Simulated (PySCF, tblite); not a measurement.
# C₄H₁₃BN₂Si: geometry, infrared bands and NMR shifts

Wanted: the infrared bands and NMR shifts of C₄H₁₃BN₂Si (`NBN1CCCC[SiH2]1`), by calculation.

Programs: tblite 0.8.0 and PySCF 2.14.0, with density-fitted response routines of our own. Each step states its level of theory. These are calculated values for one molecule in the gas phase, unless marked as measured. Atoms are numbered from 0 throughout.

### 1 The starting structure

21 atoms, charge 0, multiplicity 1; geometry from: force field or distance geometry start.

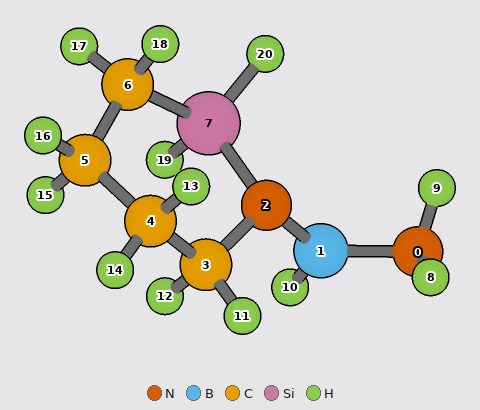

The starting geometry (nitrogen orange, boron blue, carbon amber, silicon pink, hydrogen green), atoms numbered.

### 2 Geometry optimisation with GFN2-xTB

The job: settings as JSON, then the geometry in Å.

```
{"job": {"kind": "relax", "xc": "GFN2-xTB", "basis": "xTB"}, "charge": 0, "multiplicity": 1}
N      3.530900    -0.138600     0.465100
B      2.268700    -0.292300    -0.395900
N      0.903500    -0.031200     0.223200
C      0.055700    -1.229600     0.125000
C     -1.333300    -1.011900     0.770800
C     -2.208200    -0.063800    -0.085400
C     -1.636300     1.361800    -0.145100
Si     0.144500     1.313600    -0.711100
H      3.414000    -0.763100     1.297000
H      3.522700     0.846400     0.823100
H      2.374400    -0.649200    -1.513100
H      0.540900    -2.065500     0.701800
H     -0.066700    -1.578400    -0.912000
H     -1.214600    -0.607100     1.790600
H     -1.854600    -1.981300     0.841600
H     -2.309000    -0.467400    -1.101200
H     -3.220100    -0.017100     0.364100
H     -2.236400     1.974400    -0.840400
H     -1.672800     1.821200     0.875200
H      0.180000     1.004700    -2.148000
H      0.807700     2.591200    -0.425700
```

The run is started by

```console
> OMP_NUM_THREADS=1 python probes_run.py task.json out
```

One launch serves the whole session: the jobs run in the order shown.

**Question.** This job is followed by: GFN2-xTB harmonic vibrations, gas phase; GIAO PBE0/pcSseg-1 NMR shielding, non-relativistic, gas phase. Predict these results of the whole session: strongest single infrared mode (GFN2-xTB); zero-point energy (GFN2-xTB); 13C shifts against TMS (PBE0/pcSseg-1); 1H shifts against TMS (PBE0/pcSseg-1, means over atoms taken as alike); 15N shifts against NH3 (PBE0/pcSseg-1); 11B shifts against BF3·OEt2 (PBE0/pcSseg-1); 29Si shifts against TMS (PBE0/pcSseg-1); surface potential, least and greatest.

As calculated:

```
                                                              quantity                                         value
                             strongest single infrared mode (GFN2-xTB)                         1373 cm⁻¹, 499 km/mol
                                          zero-point energy (GFN2-xTB)                                108.9 kcal/mol
                                13C shifts against TMS (PBE0/pcSseg-1)                    55.7, 36.1, 29.0, 11.6 ppm
1H shifts against TMS (PBE0/pcSseg-1, means over atoms taken as alike)  4.80, 4.16, 3.37, 2.75, 1.88, 1.46, 0.79 ppm
                                15N shifts against NH3 (PBE0/pcSseg-1)                                81.0, 77.5 ppm
                           11B shifts against BF3·OEt2 (PBE0/pcSseg-1)                                      27.0 ppm
                               29Si shifts against TMS (PBE0/pcSseg-1)                                     -46.9 ppm
                                 surface potential, least and greatest                            -0.80 V and 1.38 V
```

**Reading.** Relaxing lowered the energy by 1.876 eV in 118 steps; the close pair that moved most is N0–B1, from 1.536 to 1.394 Å. No mode is imaginary among the 57: a minimum at this level. The strongest single mode, at 1373 cm⁻¹, moves mainly B1. GFN2-xTB is a fitted tight-binding method: band positions and strengths are rough. Its intensities can rank the bands wrongly. At PBE0/pcSseg-1: The widest tensor belongs to N2: span 140 ppm, with a paramagnetic part of -141 ppm.
